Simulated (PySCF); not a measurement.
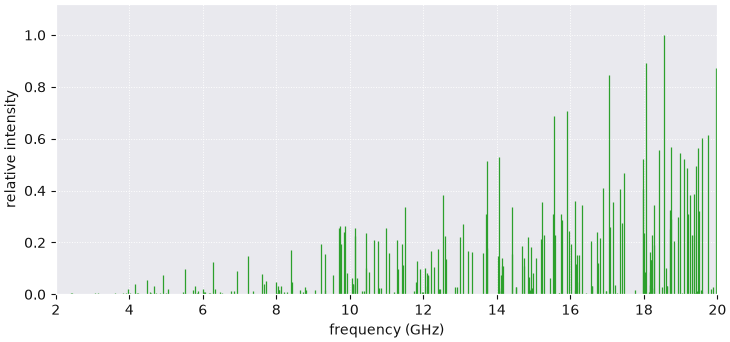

Simulated rotational absorption lines between 2 and 20 GHz at 5 K: rigid rotor with the equilibrium constants and dipole of one optimised conformer (PBE0-D3(BJ)/def2-SVP, PySCF 2.14.0), commonest isotopes; no centrifugal distortion, hyperfine structure, internal rotation or nuclear-spin weights; lines within 1 MHz of each other are summed.

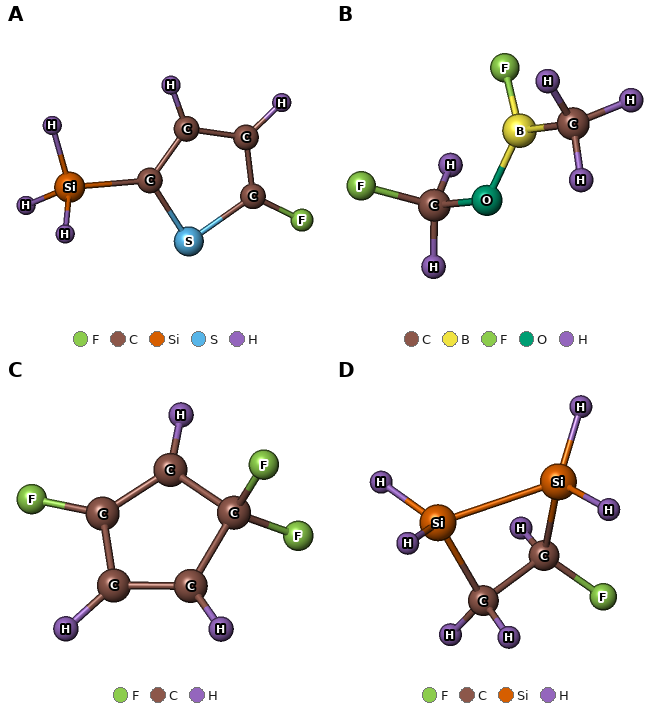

**Which molecule gives this spectrum? The candidates are drawn in the second picture.**

Structure A, C₄H₅FSSi, SMILES Fc1ccc([SiH3])s1. Rotational constants A, B, C = 4.876, 1.104, 0.9099 GHz, |μa|, |μb|, |μc| = 0.46, 0.97, 0.00 D.

Note: coarse grid, loose stop and no frequency check, small forces are noise and the end may be a saddle.
